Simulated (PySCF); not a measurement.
Species, as SMILES: [SiH3]C (CH3-SiH3).
Geometry (B3LYP-D3(BJ)/def2-TZVP, fixed):
```xyz
8

C      0.0034    -0.0064    -1.2421
Si    -0.0017     0.0033     0.6340
H      0.0118    -1.0282    -1.6256
H     -0.8824     0.4951    -1.6359
H      0.8840     0.5079    -1.6311
H     -0.0132     1.3943     1.1492
H     -1.2005    -0.6969     1.1567
H      1.2042    -0.6795     1.1632
```
Charge 0, spin multiplicity 1.

Basis-set convergence of the mean static polarisability at PBE0 with PySCF. All functions are spherical. Density fitting with generated auxiliary sets. No added dispersion term, no relativity. Reference: the value in aug-pcseg-2, 43.41 bohr³, itself unsure by roughly 0.4 % (its distance from aug-cc-pV(T+d)Z). Deviations are taken from unrounded values. Cost is core time over that of def2-SVP, rough, on shared machines of one kind.

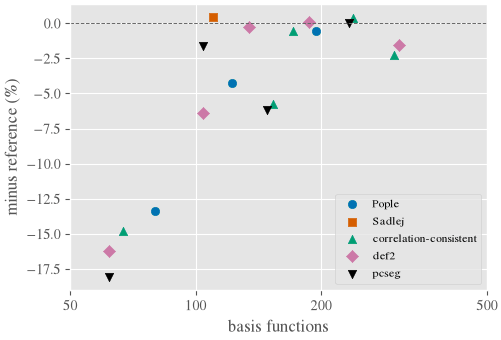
Figure. Deviation from the reference against the number of basis functions, by family of sets.

```csv
basis,functions,mean static polarisability (bohr³),minus reference (%),cost
def2-SVP,62,36.38,-16.2,1×
pcseg-1,62,35.56,-18.1,0.8×
cc-pV(D+d)Z,67,36.98,-14.8,1×
6-311G**,80,37.60,-13.4,1×
aug-pcseg-1,104,42.71,-1.6,2×
def2-TZVP,104,40.64,-6.4,2×
Sadlej pVTZ,110,43.60,0.4,2×
"6-311++G(2d,2p)",122,41.55,-4.3,2×
def2-TZVPD,134,43.30,-0.2,3×
pcseg-2,148,40.71,-6.2,3×
cc-pV(T+d)Z,153,40.92,-5.7,5×
jun-cc-pV(T+d)Z,171,43.16,-0.6,6×
def2-TZVPPD,187,43.46,0.1,7×
"6-311++G(3df,3pd)",194,43.18,-0.5,7×
aug-pcseg-2,234,43.41,0.0,10×
aug-cc-pV(T+d)Z,239,43.56,0.4,10×
cc-pV(Q+d)Z,299,42.42,-2.3,20×
def2-QZVPP,307,42.74,-1.5,20×
```
